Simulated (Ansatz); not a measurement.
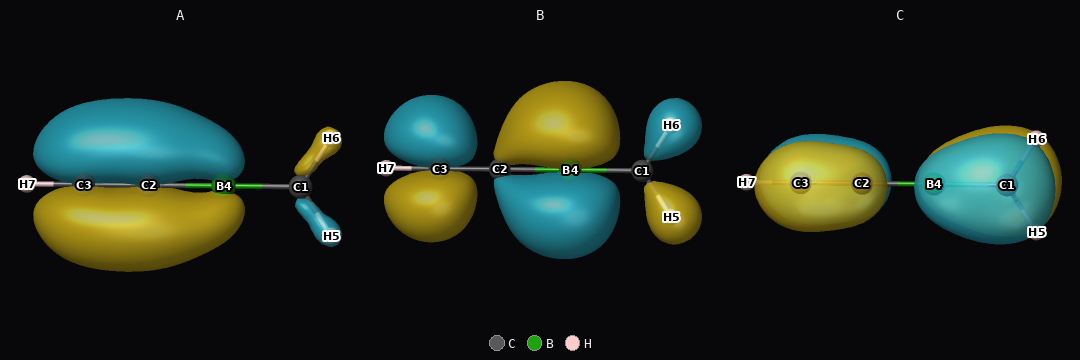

The picture shows: C$_{3}$H$_{3}$B (charge +1, doublet). Three frontier orbitals at ±0.1 Å⁻³ᐟ² (yellow and cyan are the two phases), in no order.

Geometry: B3LYP-D3(BJ)/def2-SVP.

Theory: isolated molecule in a Gaussian basis; Kohn-Sham density functional theory, functional PBE0 in Ansatz 0.2.0.

```yaml
atoms:
  - { symbol: C, position_ang: [1.3912, -2.0197, 1.0316] }
  - { symbol: C, position_ang: [-0.7582, -0.7348, -0.4131] }
  - { symbol: C, position_ang: [-1.6716, -0.1875, -1.0262] }
  - { symbol: B, position_ang: [0.3061, -1.3714, 0.3020] }
  - { symbol: H, position_ang: [1.2110, -2.6078, 1.9433] }
  - { symbol: H, position_ang: [2.4384, -1.9492, 0.7029] }
  - { symbol: H, position_ang: [-2.4775, 0.2956, -1.5671] }
```

Question: Which picture is the HOMO−1, the HOMO and the LUMO? All are α orbitals.

Answer: A is the HOMO−1 (α) (−15.15 eV). It lies mainly on C2 (about 45 %), C3 (about 40 %) and B4 (about 10 %); it is symmetric in the molecular plane (an in-plane orbital: σ, lone-pair or in-plane π type). C is the HOMO (α) (−14.15 eV). Its weight (Hirshfeld) is mainly on C1 (about 45 %), C3 (about 20 %), B4 (about 15 %) and C2 (about 15 %); it changes sign across the molecular plane (π type); π-bonding across C1–B4 and C2–C3; π-antibonding (a node) across C2–B4. B is the LUMO (α) (−8.65 eV). By Hirshfeld shares it lies mainly on B4 (about 40 %), C3 (about 25 %), C2 (about 15 %) and C1 (about 10 %); it is symmetric in the molecular plane (an in-plane orbital: σ, lone-pair or in-plane π type).

Question: What is the gap between the highest occupied and lowest empty α orbitals?

Answer: 5.50 eV between the orbital energies.
